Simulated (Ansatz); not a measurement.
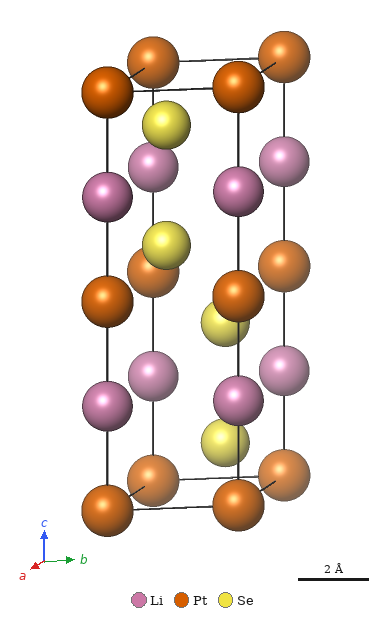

Drawn in the spheres-only manner and seen slightly off an axis. The frame is the simulation cell; atoms at its boundary are shown with their periodic copies.

```
CELL_PARAMETERS angstrom
3.84458 0.00000 0.00000
-1.92229 3.32950 0.00000
0.00000 0.00000 12.45579
ATOMIC_POSITIONS crystal
Li 0.00000 0.00000 0.25000
Li 0.00000 0.00000 0.75000
Pt 0.00000 0.00000 0.00000
Pt 0.00000 0.00000 0.50000
Se 0.33333 0.66667 0.10623
Se 0.66667 0.33333 0.89377
Se 0.66667 0.33333 0.60623
Se 0.33333 0.66667 0.39377
```

The numbers come from DFT PBE, scalar-relativistic, plane waves, PAW in Ansatz, using plane-wave cutoff 420 eV, a 12×12×4 mesh of k-points, Gaussian smearing of 0.1 eV, no spin polarisation.

Q: List the Bader charges.

A: Li +0.88 e; Pt +0.02 e; Se -0.45 e.

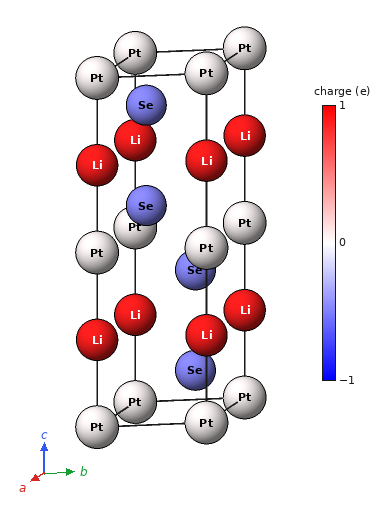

The atoms coloured by those charges.

Starting structure: a structure type filled with these elements by a generator (whether the compound takes this form wasn't checked). Earlier steps of the study, as a rule a relaxation of our own, may have changed the cell and positions, so they can lie some per cent off the listed ones. It went into a calculation with Ansatz.
